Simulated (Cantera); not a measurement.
Feed: 1 mol PbO, 0.052 mol H₂O, 1.1 mol O₂, held at 23.0 mbar.

These are equilibrium values from Cantera (NASA tables, ideal gas, pure condensed phases), not measurements of a reactor. Candidate condensed phases: H₂O, Pb, PbO, PbO₂, Pb₃O₄; 12 gas species. Gases not in the tables: (PbO)n polymers. Kinetics and transport are ignored.

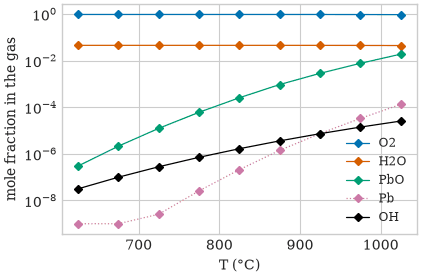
Equilibrium gas composition (values under 1e-9 drawn at 1e-9)

From 625 °C to 875 °C the condensed part is PbO(yellow). From 925 °C to 1025 °C the condensed part is PbO(l).
